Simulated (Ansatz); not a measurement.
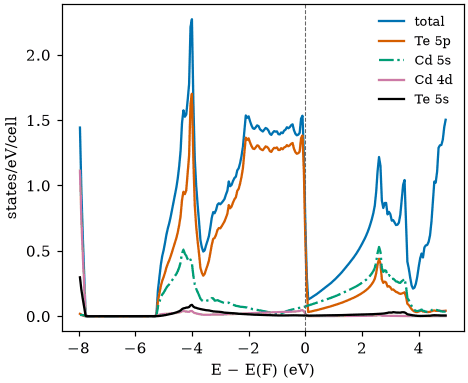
Total and projected density of states of CdTe (rock salt, Fm-3m), DFT-r²SCAN in the program Ansatz with PAW potentials

Question: Which orbitals carry the states next to the Fermi level?

Answer: Within 0.5 eV of the Fermi level: Te 5p 84 %, Cd 5s 10 %. Projections are on Löwdin-orthogonalised atomic valence shells; empty p or d shells of many metals are not among them.

Question: Where is the tallest occupied peak in this window, and what makes it?

Answer: Near -4.0 eV, about 2.3 states/eV per cell; the largest projected share is Te 5p.

This is a known high-pressure phase of the composition, computed here at zero pressure and temperature. The r²SCAN relaxation kept the symmetry of its start; of distortions, only those at the zone centre were tested. Scalar-relativistic: spin–orbit coupling is off unless named, which matters more the heavier the elements.

Potentials: the earlier of the program's two PAW sets.
